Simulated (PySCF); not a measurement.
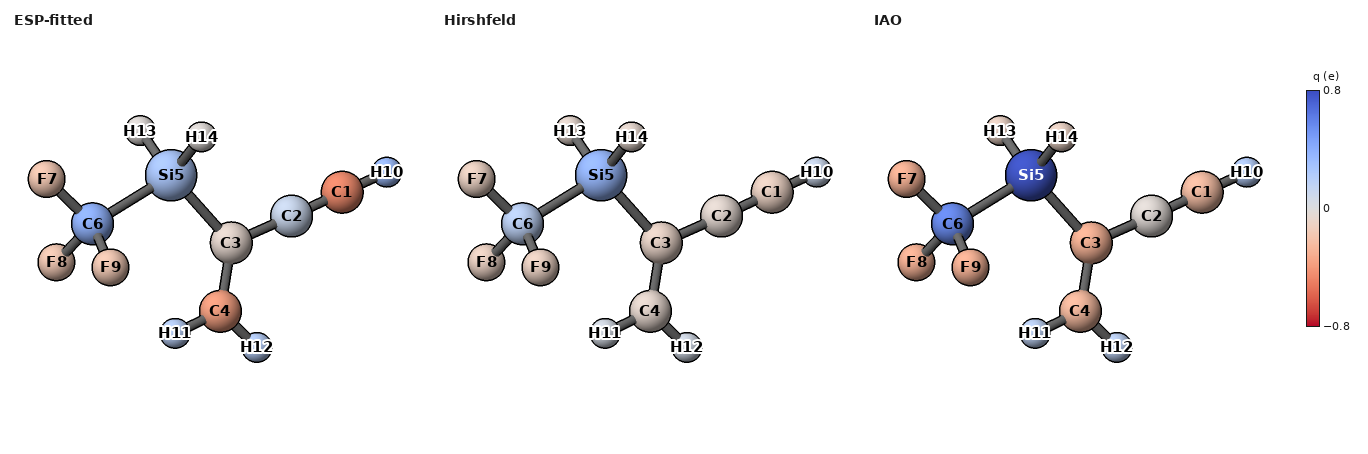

Atomic charges of one calculation by 3 schemes, on one colour scale. Computed geometry: GFN2-xTB optimisation. No frequency run is at hand to confirm it as a minimum. Method: PBE0/pcSseg-1 (PySCF 2.14.0).

Question: Which scheme gives the most polar picture (largest mean size of the charges)?

Answer: The IAO charges are the largest in size here, and the Hirshfeld charges the smallest.

Question: On which atom do the schemes disagree most?

Answer: On Si5 (from 0.25 to 0.76 e).

List the charges (e), one line for each set of equivalent atoms.

| atom | ESP-fitted | Hirshfeld | IAO |
| --- | --- | --- | --- |
| C1 | −0.45 | −0.10 | −0.23 |
| C2 | 0.10 | −0.05 | −0.03 |
| C3 | −0.06 | −0.08 | −0.28 |
| C4 | −0.37 | −0.06 | −0.25 |
| Si5 | 0.25 | 0.34 | 0.76 |
| C6 | 0.37 | 0.17 | 0.55 |
| F7 | −0.17 | −0.10 | −0.28 |
| F8, F9 | −0.17 | −0.10 | −0.29 |
| H10 | 0.32 | 0.10 | 0.21 |
| H11 | 0.19 | 0.05 | 0.16 |
| H12 | 0.20 | 0.06 | 0.17 |
| H13, H14 | −0.02 | −0.06 | −0.10 |

The geometry is semi-empirical. Around Si such bond lengths and angles can be off by a tenth of an ångström or more and by several degrees, and values that hang on the shape move with them.
